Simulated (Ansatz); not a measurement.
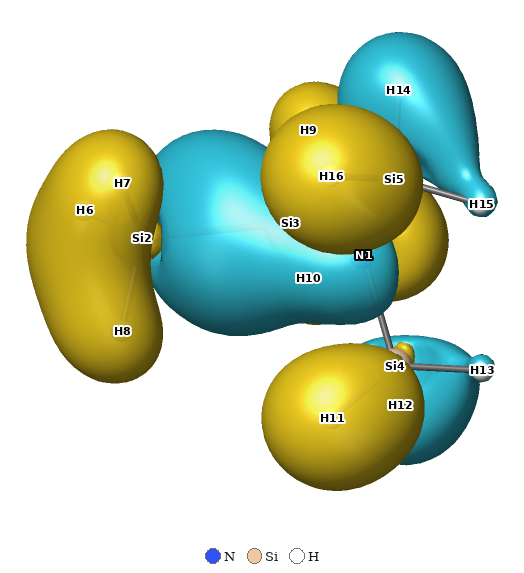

*H11NSi4 (SMILES [SiH3][SiH2]N([SiH3])[SiH3]). The HOMO−1 at ±0.05 Å⁻³ᐟ² (yellow and cyan are the two phases), seen at a tilt.*

Geometry: B3LYP/def2-SVP.

Computed with isolated molecule in a Gaussian basis; Kohn-Sham density functional theory, functional PBE0 in Ansatz 0.2.0.

Input file:

```
crystal:
  periodic: [false, false, false]
  atoms:
    - {symbol: "N", position_ang: [1.074391, -0.906795, -0.341012]}
    - {symbol: Si, position_ang: [-0.920959, 0.791802, 1.929442]}
    - {symbol: Si, position_ang: [0.771274, -0.774020, 1.401803]}
    - {symbol: Si, position_ang: [2.217239, 0.192021, -1.119654]}
    - {symbol: Si, position_ang: [0.096351, -2.004247, -1.320229]}
    - {symbol: H, position_ang: [-1.125690, 0.856068, 3.408974]}
    - {symbol: H, position_ang: [-2.213664, 0.404472, 1.287880]}
    - {symbol: H, position_ang: [-0.546529, 2.153925, 1.442462]}
    - {symbol: H, position_ang: [0.366462, -2.115793, 1.918783]}
    - {symbol: H, position_ang: [2.039100, -0.360750, 2.074995]}
    - {symbol: H, position_ang: [1.582906, 1.480091, -1.536137]}
    - {symbol: H, position_ang: [3.315663, 0.508360, -0.163122]}
    - {symbol: H, position_ang: [2.770439, -0.465319, -2.337451]}
    - {symbol: H, position_ang: [-0.264157, -3.195629, -0.500303]}
    - {symbol: H, position_ang: [0.883184, -2.422212, -2.514922]}
    - {symbol: H, position_ang: [-1.171457, -1.372416, -1.798118]}
basis:
  gaussian:
    orbitals: def2-SVPD
hamiltonian:
  xc: pbe0
output: {forces: true, orbitals: {seedname: orbitals}}
```

Command:

```sh
ansatz run input.yaml --threads 2 --pin off --max-ram 5220MiB --events-out events.jsonl --progress --plain --runs-dir runs
```

Describe this orbital and give its energy.

By Hirshfeld shares it lies mainly on Si3 (about 25 %), Si2 (about 20 %), N1 (about 10 %), Si4 (about 5 %), Si5 (about 5 %), H11 (about 5 %) and H16 (about 5 %). Its energy is −8.79 eV.
